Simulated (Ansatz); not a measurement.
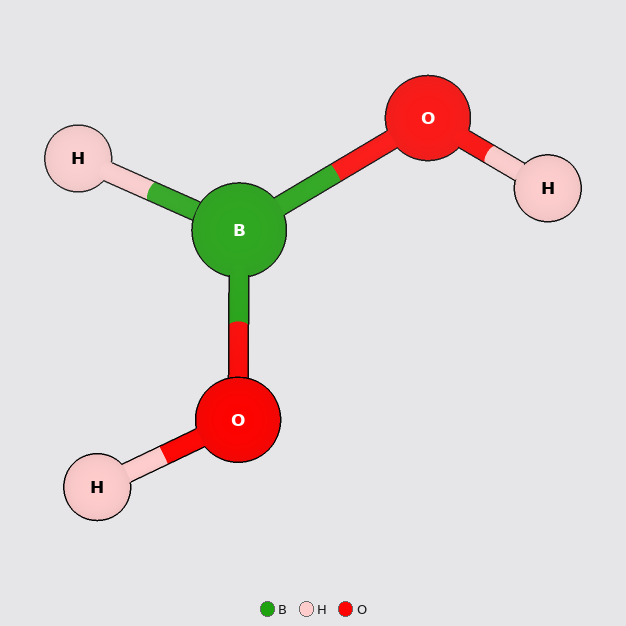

A ball-and-stick model of a molecule. Every bond is drawn as one stick, whatever its order.

Identify the structure.

Formula BH₃O₂. This geometry has Cs symmetry. All atoms lie on one plane. Coordination: 1 B trigonal planar; 2 O bent.

The parts below concern this one geometry. Atoms keep their numbers from picture to picture. The geometry was computed by an optimisation with PBE0-D4/def2-TZVP.

### Electronic properties

Level of theory: RKS PBE0-D4/def2-TZVPP (Ansatz 0.2.0).

Computed properties:

- HOMO energy (Kohn–Sham orbital): −9.41 eV
- LUMO energy (Kohn–Sham orbital): 0.92 eV
- HOMO–LUMO gap: 10.33 eV

### Charges

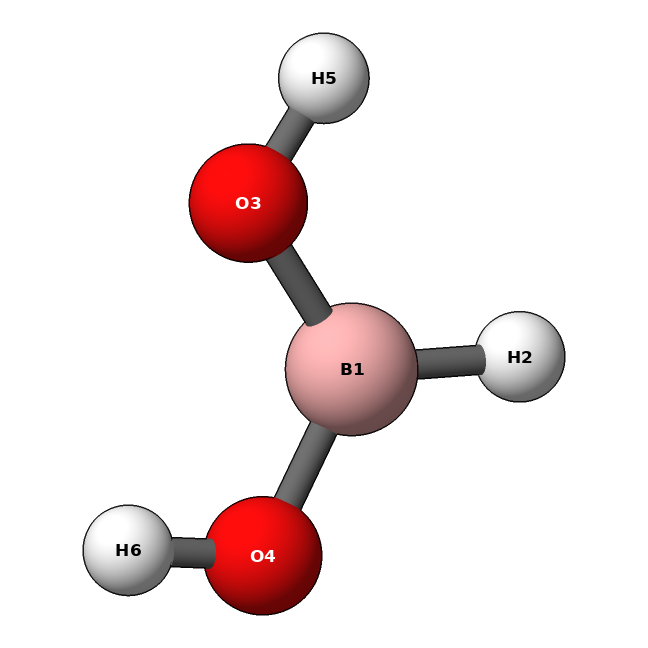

The questions are on Mulliken charges. Properties computed with RKS PBE0-D4/def2-TZVP (Ansatz 0.2.0).

List the Mulliken charges.

| atom | value (e) |
| --- | --- |
| B1 | 0.20 |
| H2 | −0.02 |
| O3 | −0.42 |
| O4 | −0.42 |
| H5 | 0.34 |
| H6 | 0.33 |

### Dipole moment

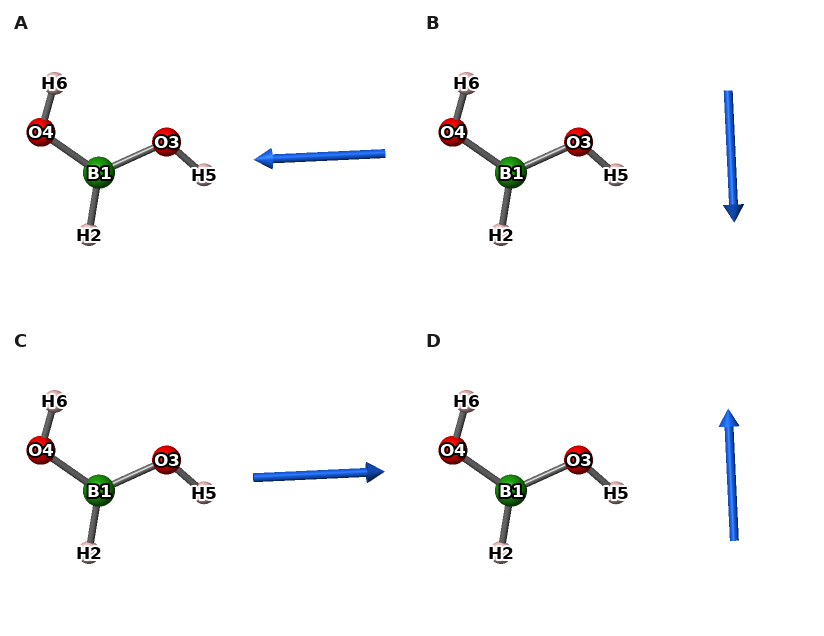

The same molecule four times, each with an arrow. Method: RKS PBE0-D4/def2-TZVP (Ansatz 0.2.0).

Which arrow points along the dipole moment, from the negative to the positive end?

Answer. C. The dipole moment is 1.57 D; it points from the side of O4 to the side of H5 (the outermost atoms at the two ends).

Mulliken values depend strongly on the basis set and can even reverse the polarity of a bond.
